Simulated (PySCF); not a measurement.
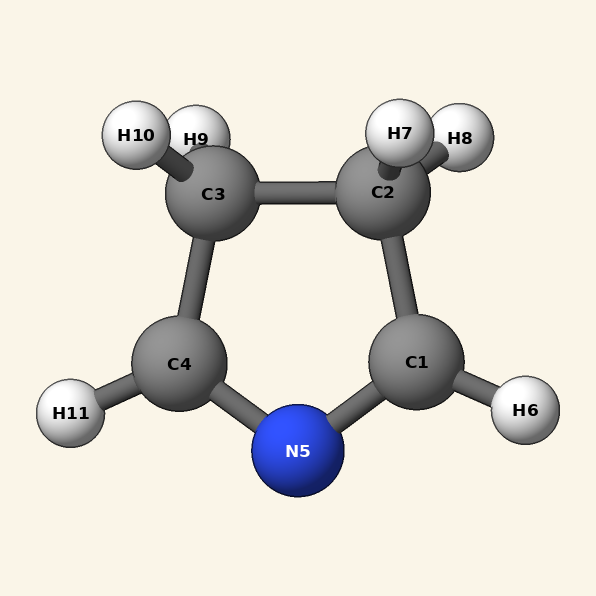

The questions are on Mulliken spin populations. Charge 0, doublet. Computed geometry: GFN2-xTB optimisation. No frequency run is at hand to confirm it as a minimum. Method: UKS B3LYP, pcH-1 on C H N, non-relativistic (PySCF 2.14.0).

Give the Mulliken spin populations atom by atom.

| atom | value (e) |
| --- | --- |
| C1 | 0.63 |
| C2 | −0.05 |
| C3 | −0.05 |
| C4 | 0.63 |
| N5 | −0.20 |
| H6 | −0.03 |
| H7 | 0.03 |
| H8 | 0.03 |
| H9 | 0.03 |
| H10 | 0.03 |
| H11 | −0.03 |

Mulliken values depend strongly on the basis set.
